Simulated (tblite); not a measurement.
# Frequency calculation of C3H5BCl2Si

System: C3H5BCl2Si, SMILES [SiH3]C=C=CB(Cl)Cl.
Method: GFN2-xTB harmonic vibrations, gas phase (tblite 0.8.0).

It belongs to a series of runs on one base structure; here: C replaced by Si.

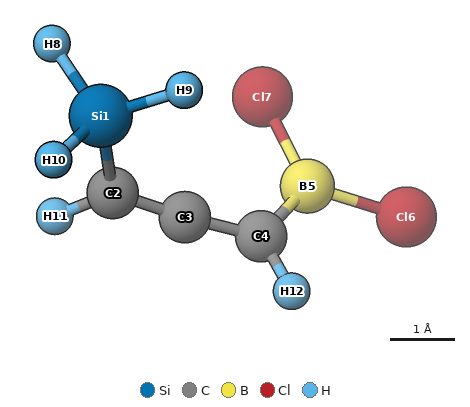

Fig. 1: The structure (ball-and-stick view, seen at an oblique angle; atoms are numbered from 1 in the order of the input). Bond lengths as drawn: B–C 1.53 Å, B–Cl 1.73 Å, C–C 1.28 to 1.32 Å, C–H 1.08 Å, C–Si 1.90 Å and H–Si 1.46 to 1.47 Å.

The input:
```
{"job": {"kind": "ir", "xc": "GFN2-xTB", "basis": "xTB"}, "charge": 0, "multiplicity": 1}
Si    -2.311545    -0.004065     0.371015
C     -0.895441     0.349770    -0.839376
C      0.289053    -0.124805    -0.689570
C      1.485440    -0.610417    -0.436415
B      2.535240     0.125662     0.400782
Cl     4.102993    -0.557917     0.649923
Cl     2.186169     1.657218     1.128370
H     -2.785444     1.284410     0.879314
H     -1.833245    -0.865195     1.447817
H     -3.373768    -0.664018    -0.393951
H     -1.131756     0.984098    -1.680344
H      1.733503    -1.575426    -0.863590
```

The first line tells a small driver script what to run in tblite; the rest is the geometry in Å.

Launch command:
```bash
OMP_NUM_THREADS=1 python <driver script> task.json out
```

The program's output:
```
mode    cm-1     km/mol
  1      39.6      0.09
  2      49.0      0.42
  3      60.4      0.05
  4     115.3      0.22
  5     155.1      0.30
  6     230.8      4.34
  7     256.5      1.03
  8     394.4     13.85
  9     413.5      2.18
 10     445.8     10.27
 11     529.0     39.52
 12     536.3     36.42
 13     558.7     12.72
 14     655.7     73.20
 15     712.3      5.03
 16     759.5    141.51
 17     771.3    230.92
 18     777.2    348.52
 19     781.3    387.93
 20     850.2     18.61
 21    1028.8     87.17
 22    1067.4    345.39
 23    1152.6     46.13
 24    1356.1     88.16
 25    2021.7   1133.42
 26    2248.1    342.98
 27    2266.2    221.33
 28    2305.0    241.24
 29    3021.1     14.91
 30    3046.2     11.33
```

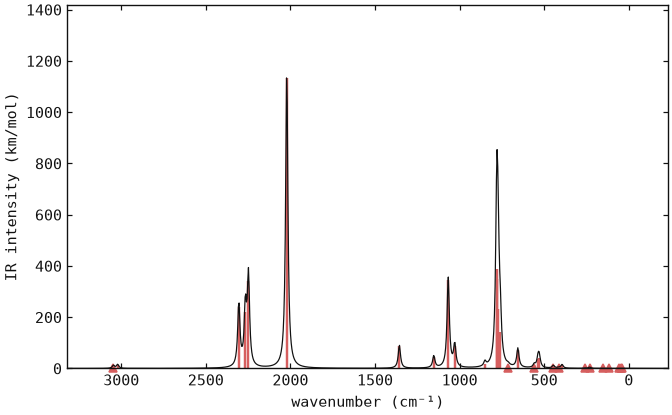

Fig. 2: Harmonic infrared spectrum, unscaled: sticks (degenerate modes added up, dark ones marked on the axis) with a Lorentzian envelope of 16 cm⁻¹ full width, scaled to the tallest stick. 30 modes from 40 to 3046 cm⁻¹, none imaginary. The strongest line is at 2022 cm⁻¹ (1133 km/mol).

Results in brief:

| quantity | value |
| --- | --- |
| outcome | converged |
| total energy | −572.4142 eV |
| zero-point energy | 40.8930 kcal/mol |
| hardware | 1 CPU thread, shared host |
| peak memory | 0.18 GiB |
